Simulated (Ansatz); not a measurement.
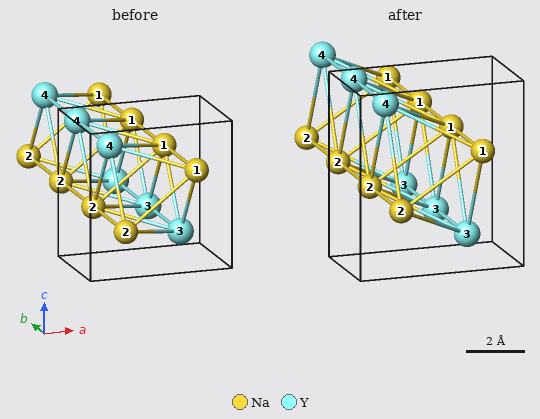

The structure of a crystal of NaY (built on the AuCd (B19)_51 type) (coarse preliminary run) before (left) and after (right) a relaxation, at one scale.

Style: ball-and-stick. Shown: the cell of the calculation, repeated 1 × 3 × 1 with one cell outlined, slightly off an axis.

Case: AuCd (B19) type (Pmma, No. 51).

Level of theory: DFT PBE, scalar-relativistic, plane waves, PAW in Ansatz 0.2.0.

Input file:
```yaml
crystal:
  lattice:
    - [5.2032475397, 0.0, 0.0]
    - [0.0, 3.4433255777, 0.0]
    - [0.0, 0.0, 5.3125594628]
  atoms:
    - { symbol: Na, position: [0.75, 0.0, 0.687] }
    - { symbol: Na, position: [0.25, 0.0, 0.313] }
    - { symbol: "Y", position: [0.75, 0.5, 0.188] }
    - { symbol: "Y", position: [0.25, 0.5, 0.812] }
basis:
  ecutwfc: 420
kpoints:
  mp_grid: { grid: [4, 6, 4] }
hamiltonian:
  xc: pbe
scf:
  occupations: { method: gaussian, width: 0.1 }
  lower_state_search: "off"
output:
  forces: true
  stress: true
  eigenvalues: true
relax:
  adjacent_minimum: "off"
  f_tol: 0.04
  max_steps: 70
  cell: { stress_tol: 0.4 }
```

Run as
```bash
ansatz run input.yaml --threads 1 --pin off --max-ram 2560MiB --backend cpu --events-out ev --progress --plain --runs-dir out
```

**Summarise the run.**

The largest moves relative to the cell, 0.39 Å, are those of Y3 and Y4. Y4 goes along +c. Largest moves by element: Y 0.39 Å, Na 0.30 Å. Cell: a 5.203 → 5.998 Å (+15.3 %), b 3.443 → 3.348 Å (−2.8 %), c 5.313 → 6.684 Å (+25.8 %). Volume +41.0 %. Among the contacts that change: Na1–Y3 3.161 → 3.811 Å, Na1–Y4 3.190 → 3.760 Å, Na1–Y3 (another image) 3.170 → 3.664 Å, Na1–Na2 3.274 → 3.547 Å. The space group stays Pmma (No. 51). After 9 accepted moves (12 points after the start) the energy has fallen by 322 meV per atom. The largest force component goes from 0.11 to 0.005 eV/Å. Pressure: 12.33 GPa at the start and 0.01 GPa at the end. The line search rejected the trial step at point 10 of the run. The SCF was repeated twice at an unchanged geometry on a basis and grid sized afresh for the cell, which shifted the energy by 10.5 meV per atom at most. The run took 110 s on 1 thread of Intel(R) Xeon(R) Platinum 8259CL CPU @ 2.50GHz (Skylake/Cascade Lake) (shared host), peak memory 0.48 GiB.
